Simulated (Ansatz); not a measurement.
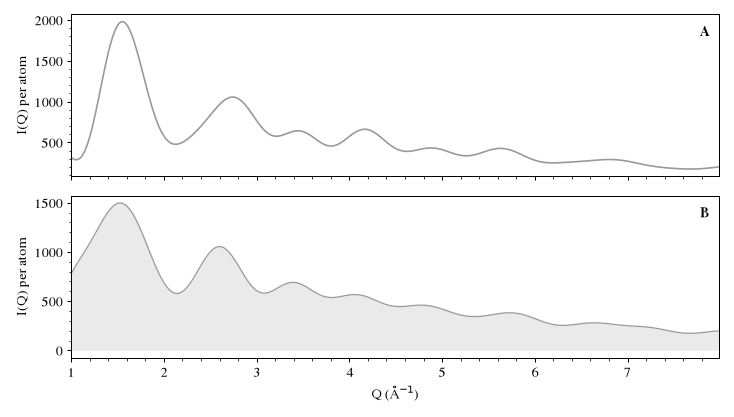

X-ray scattering of spheres cut from the crystal structure of Rb (Im-3m, a = 5.590 Å, b = 5.590 Å, c = 5.590 Å, α = 90.00°, β = 90.00°, γ = 90.00°), calculated atom by atom with the Debye equation (B = 0.5 Å², no relaxation of the surface). It is based on the input geometry of an electronic-structure calculation (not necessarily at equilibrium).

### The spheres are 10 and 14 Å across. Which curve is which?

curve A: 14 Å (15 atoms); curve B: 10 Å (9 atoms). Peak widths go roughly as 2π/D, so the largest sphere has the sharpest peaks.
